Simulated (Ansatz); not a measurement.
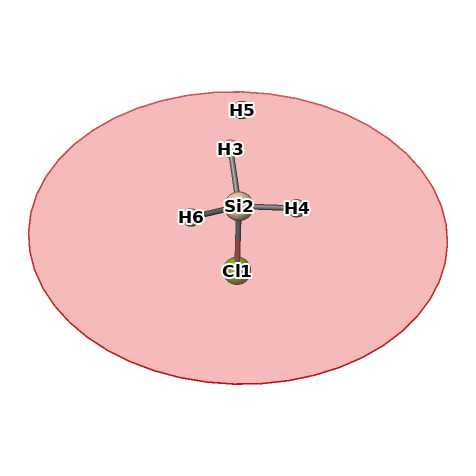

A disc through the centre of mass is drawn in. Atoms fade into the background with distance from the viewer. State: neutral, doublet. The computed structure is the end point of a PBE0-D4/def2-TZVP optimisation.

Is the plane of the disc a mirror plane of the structure?

Answer. No. The point group is C3v, with 1 C3 axis and 3 mirror planes, and this plane isn't one of its mirror planes.
